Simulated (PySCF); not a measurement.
# F2O2Tl2 (Tl2(O)2(F)2): the cost of one run

The runs use PySCF 2.14.0; several levels, as the steps say, no spin–orbit coupling.

2 further runs of the same task are left out: 2 for a known fault of the program.

## Step 1: Where the work starts

6 atoms, charge 0, spin multiplicity 1.

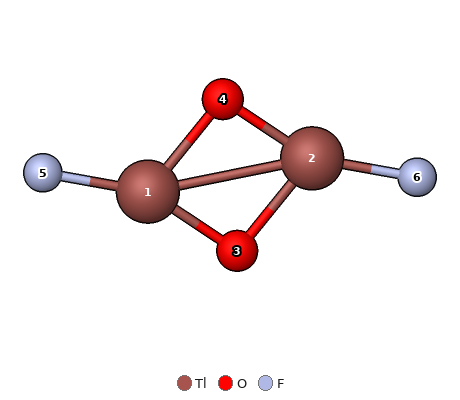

The structure; thallium brown, oxygen red, fluorine light blue; atoms are numbered from 1 in the order of the file.

Coordinates:

```xyz
6

Tl    0.1885    0.0000    1.5452
Tl   -0.1885    0.0000   -1.5452
O     1.4436    0.0000   -0.0447
O    -1.4436    0.0000    0.0447
F    -0.3278    0.0000    3.4739
F     0.3278    0.0000   -3.4739
```

Formal oxidation states: Tl +3. An earlier session relaxed this geometry at PBE0, Tl def2-SVP with ECP60, O def2-SVP, F def2-SVP (singlet, point group C2h).

At PBE0 on the finer grid: E = -694.433232 Eh, HOMO -7.82 eV, LUMO -3.79 eV, Mulliken charge on Tl1 +0.95 e, largest force component 0.023 eV/Å. 

Levels to run: TPSSh; M06-L; r2SCAN; B3LYP; PBE0, TZVP; PBE0, x2c-SVP. Hardware: 2 threads of Arm Neoverse V1, shared host.

## Step 2: TPSSh

The input, run.py (the lines that set the calculation):

```python
mol = gto.M(atom='''
Tl     0.18854     0.00000     1.54524
Tl    -0.18854     0.00000    -1.54524
O      1.44358     0.00000    -0.04470
O     -1.44358     0.00000     0.04470
F     -0.32783     0.00000     3.47386
F      0.32783     0.00000    -3.47386''',
    basis={'Tl': 'def2-SVP', 'O': 'def2-SVP', 'F': 'def2-SVP'},
    ecp={'Tl': 'def2-SVP'},
    charge=0, spin=0)
mf = dft.RKS(mol, xc='TPSSH')
mf.grids.atom_grid = (75, 302)
mf = mf.density_fit()  # fitting sets: Tl def2-universal-JKFIT, O def2-universal-JKFIT, F def2-universal-JKFIT
mf.conv_tol = 1e-08; mf.max_cycle = 55
mf.kernel(dm0)  # dm0: the density of the relaxed state
```

Command:

```console
OMP_NUM_THREADS=2 python run.py
```

**Question.** How long does this run take on 2 threads of Arm Neoverse V1, shared host?

About 8.2 s.
